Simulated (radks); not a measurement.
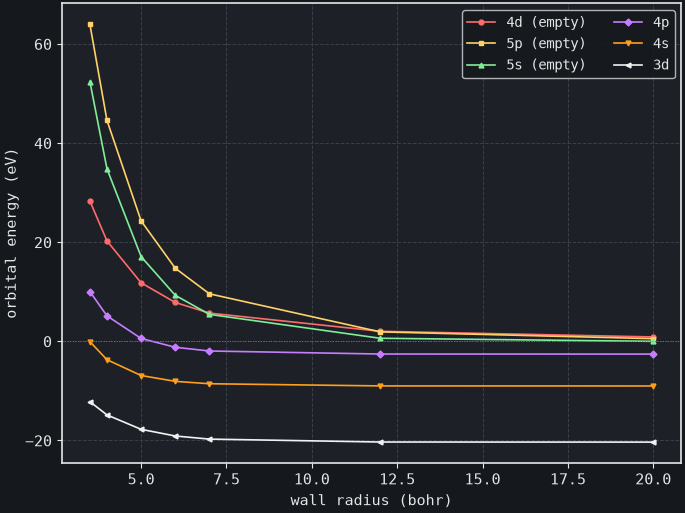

Atomic gallium (Ga) in the configuration [Ar] 3d10 4s2 4p1. It is put inside a hard spherical wall of varying radius. Method: non-relativistic Kohn-Sham, r2SCAN, spin-unpolarised, spherical densities, point nucleus; computed with the in-house radial solver radks. The plot shows the outer orbital energies.

Describe the level shifts under confinement.

Answer. The levels rise as the wall closes in: 4p goes from −2.58 eV at 20 bohr to 10.0 eV at 3.5 bohr and passes zero between 6 and 5 bohr. On compression 4d drops below 5p between 12 and 7 bohr and 4d drops below 5s between 7 and 6 bohr; in each crossing pair the level of higher l rises less. The fastest to rise is 5p (by 63.4 eV), the slowest 3d (by 8.16 eV): the wall presses hardest on the most extended orbitals.
